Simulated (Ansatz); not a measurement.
## Fields on a plane of HfO2 (fluorite)

```xyz
3
Lattice="0.0000 2.5219 2.5219 2.5219 0.0000 2.5219 2.5219 2.5219 0.0000" Properties=species:S:1:pos:R:3 pbc="T T T"
Hf     0.0000     0.0000     0.0000
O      1.2609     1.2609     1.2609
O      3.7828     3.7828     3.7828
```

The slice is a {110} plane (indices of the conventional cell) through the point (0.000, 0.000, 0.000) (fractional), spanned by u = [100] and v = [1 -1 -1] in vectors of this cell: u (3.57 Å) and v (5.04 Å, at 90° to u). It covers one period; positions are fractions (u, v).

Atoms on it: Hf at (0.00, 0.00); O at (0.50, 0.75); O at (0.50, 0.25).

These are PBEsol (plane waves to 420 eV, PAW, scalar-relativistic; Ansatz, an electronic-structure program) values and carry that method's errors. k mesh 11×11×11. Inside the PAW spheres the values are not all-electron values, and peaks at nuclei hang on which shells count as valence. HfO2 is run without spin polarisation. HfO2 was relaxed with its symmetry unable to fall. Spin-orbit coupling is left out, though Hf is heavy. This is a high-temperature form of HfO2.

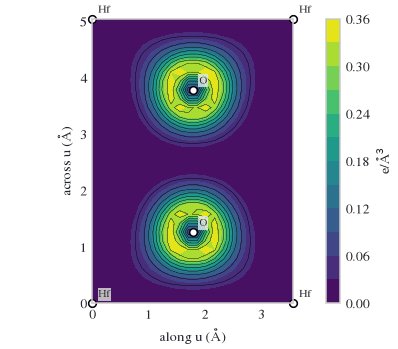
Figure: Density of the highest valence band (whole band, smooth part) in e/Å³, one period of the plane, atoms marked. 

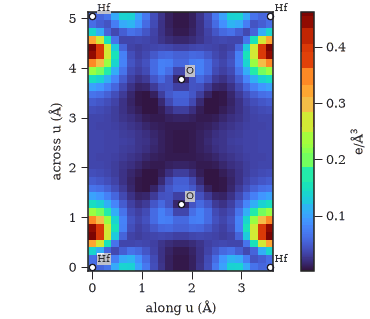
Density of the lowest conduction band (whole band as if filled, smooth part) in e/Å³, one period of the plane, atoms marked. 

Density on the Hf–O line (2.18 Å) at its density minimum, 1.1 Å from Hf: 0.57 e/Å³
ELF at that point: 0.2
Element round which the density of the highest valence band (whole band, smooth part) is largest on this plane: O
Element round which the density of the lowest conduction band (whole band as if filled, smooth part) is largest on this plane: Hf
